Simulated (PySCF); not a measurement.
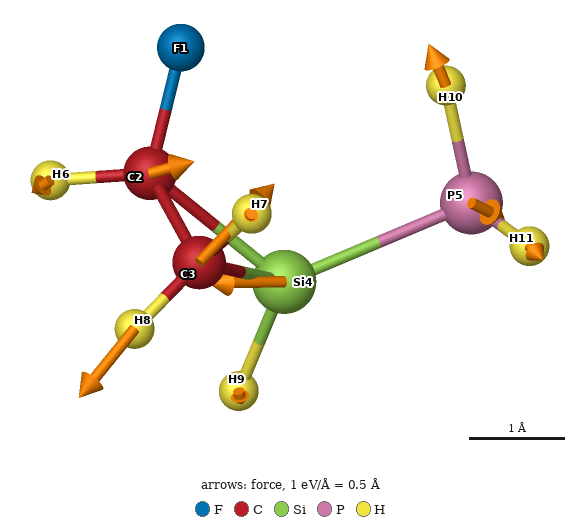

Starting geometry of C$_{2}$H$_{6}$FPSi with the computed forces as orange arrows. The picture is a ball-and-stick view, seen at a tilt.

The start comes from GFN2-xTB. Its atoms were then displaced at random by about 0.01 Å.

Level of theory: PBE0-D3(BJ)/def2-SVP geometry optimisation, gas phase (PySCF 2.14.0, density-fitted response routines). 

Q: Is this structure relaxed? If not, where do the atoms go?

A: It isn't relaxed: the largest force vector, on C3, is 2.47 eV/Å. The final displacements follow the starting forces only in part (cosine between the two patterns 0.34). After 5 geometry steps the energy has fallen by 16.2 kJ/mol. The largest move after the best rigid fit is that of H10, 0.15 Å. Largest moves by element: H 0.15 Å, Si 0.07 Å, F 0.05 Å, C 0.05 Å, P 0.04 Å. Among the contacts that change: Si4–P5 2.190 → 2.246 Å, C3–H8 1.048 → 1.096 Å, P5–H10 1.386 → 1.429 Å, C3–Si4 1.915 → 1.875 Å. Among the angles between lasting bonds that change: C2–Si4–H9 113.1° → 118.5°, Si4–C2–H6 126.6° → 121.4°, C3–Si4–H9 113.3° → 118.5°. The run took 44 s on 1 thread of Arm Neoverse N1 (shared host).
